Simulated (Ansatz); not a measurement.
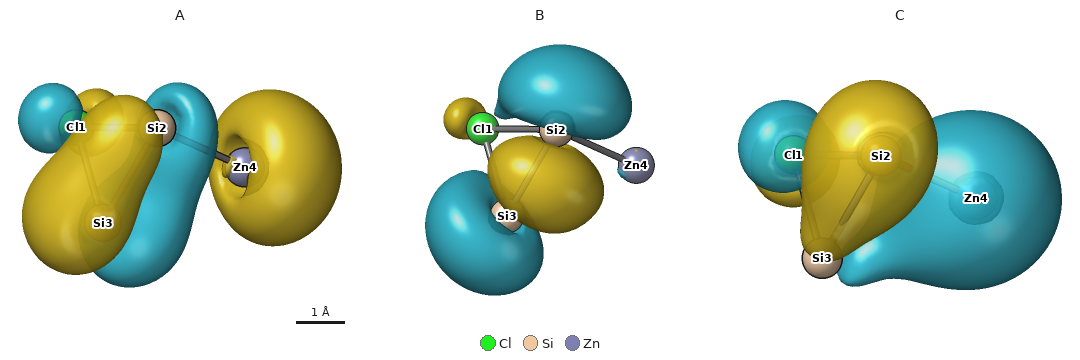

Figure 1: ClSi$_{2}$Zn (charge +1). Three frontier orbitals at ±0.08 Å⁻³ᐟ² (yellow and cyan are the two phases), in no order.

Geometry: B3LYP-D3(BJ)/def2-SVP.

These are results of Ansatz, isolated molecule in a Gaussian basis; Kohn-Sham density functional theory, functional PBE0, not measurements.

Input

```
crystal:
  periodic: [false, false, false]
  atoms:
    - {symbol: Cl, position_ang: [-0.184513, -0.976007, -1.520551]}
    - {symbol: Si, position_ang: [0.950339, 0.405427, 0.008606]}
    - {symbol: Si, position_ang: [-1.439975, 0.568666, -0.434730]}
    - {symbol: Zn, position_ang: [0.131259, -0.895536, 2.132975]}
basis:
  gaussian: {orbitals: def2-TZVPD}
hamiltonian: {xc: pbe0}
total_charge: 1
output: {forces: true, orbitals: {seedname: orbitals}}
```

Run with:

```sh
ansatz run input.yaml --threads 1 --pin off --max-ram 2610MiB --events-out events.jsonl --progress --plain --runs-dir runs
```

**Order the three orbitals by energy and name them.**

C is the HOMO−1 (−12.24 eV). Its weight (Hirshfeld) is mainly on Zn4 (about 50 %), Si2 (about 30 %), Cl1 (about 15 %) and Si3 (about 5 %). B is the HOMO (−10.97 eV). Its weight (Hirshfeld) is mainly on Si3 (about 45 %) and Si2 (about 45 %). A is the LUMO (−8.29 eV). It lies mainly on Zn4 (about 40 %), Si3 (about 35 %), Si2 (about 15 %) and Cl1 (about 10 %).

**What is the HOMO–LUMO gap?**

2.68 eV between the orbital energies.
